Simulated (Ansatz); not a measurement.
# CH₁₃InNSbSi₃: small, medium and large basis sets

Aim: see how fast density functionals converge with the basis set for CH₁₃InNSbSi₃.

Program: Ansatz 0.2.0, Gaussian basis. Level of theory: one geometry, several basis sets. These are calculated values, not measurements.

Plan: PBE0-D4/def2-SVP; ωB97M-V/def2-SVP; PBE0-D4/def2-QZVPP; ωB97M-V/def2-QZVPP; the functionals' def2-TZVPP values are taken from earlier runs.

**1. The relaxed structure**

An earlier PBE0-D4 in a triple-zeta def2 set relaxation fixed the geometry. In, Sb take the def2 core potential; no spin-orbit term is included.

SMILES `[SiH3][InH][SbH][CH2]N([SiH3])[SiH3]`, 20 atoms, charge 0, spin multiplicity 1.

Atoms are counted from 1 here; the program's logs count them from 0.

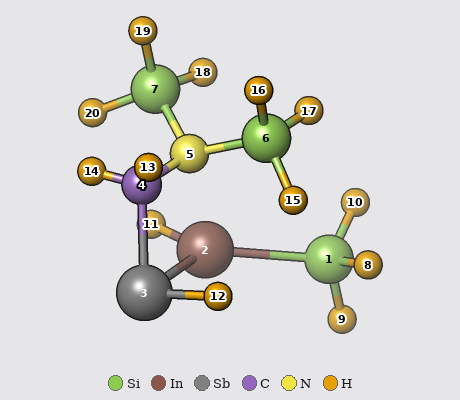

The structure; silicon green, indium brown, antimony grey, carbon purple, nitrogen yellow, hydrogen amber; atoms are numbered from 1 in the order of the file.

**2. PBE0-D4 in def2-SVP**

Input file in.yaml:

```yaml
crystal:
  periodic: [false, false, false]
  atoms:
    - {symbol: Si, position_ang: [3.017925, -0.863311, 0.411932]}
    - {symbol: In, position_ang: [1.170597, -0.446514, -1.336535]}
    - {symbol: Sb, position_ang: [-0.977477, -2.204936, -1.797675]}
    - {symbol: C, position_ang: [-1.864512, -0.445690, -0.794527]}
    - {symbol: N, position_ang: [-0.841517, 0.385636, -0.091264]}
    - {symbol: Si, position_ang: [-0.602746, -0.075107, 1.594844]}
    - {symbol: Si, position_ang: [-1.002639, 2.113850, -0.416762]}
    - {symbol: H, position_ang: [2.587016, -1.798576, 1.488453]}
    - {symbol: H, position_ang: [4.203862, -1.474013, -0.255921]}
    - {symbol: H, position_ang: [3.480102, 0.392570, 1.070193]}
    - {symbol: H, position_ang: [1.273463, 0.871168, -2.463957]}
    - {symbol: H, position_ang: [-0.697637, -3.009598, -0.312718]}
    - {symbol: H, position_ang: [-2.669356, -0.747271, -0.117803]}
    - {symbol: H, position_ang: [-2.322636, 0.138790, -1.596515]}
    - {symbol: H, position_ang: [-0.232022, -1.505751, 1.659196]}
    - {symbol: H, position_ang: [-1.863097, 0.143607, 2.355494]}
    - {symbol: H, position_ang: [0.475893, 0.790718, 2.128694]}
    - {symbol: H, position_ang: [0.219162, 2.780592, 0.093008]}
    - {symbol: H, position_ang: [-2.205606, 2.670559, 0.262328]}
    - {symbol: H, position_ang: [-1.148787, 2.283267, -1.880454]}
basis:
  gaussian: {orbitals: def2-SVP}
hamiltonian: {xc: pbe0, dispersion: d4}
output: {orbitals: {seedname: orbitals}}
```

The run is started by

```sh
> ansatz run in.yaml --threads 4 --pin off --events-out ev --progress --plain --max-ram 46080MiB --backend cpu
```

After this run come: ωB97M-V in def2-SVP; PBE0-D4 in def2-QZVPP; ωB97M-V in def2-QZVPP.

**Question.** What will the summary of the whole plan be? Wanted: PBE0-D4: double and triple zeta above quadruple; ωB97M-V: double and triple zeta above quadruple.

The runs gave:

```
                                       quantity           value
PBE0-D4: double and triple zeta above quadruple  12.76, 1.05 eV
ωB97M-V: double and triple zeta above quadruple  13.00, 1.00 eV
```

**Reading.** PBE0-D4 gains 11.71 eV from double to triple zeta, then 1.05 eV more. These are total energies; as a rule much of such shifts cancels in differences, which this series doesn't test.
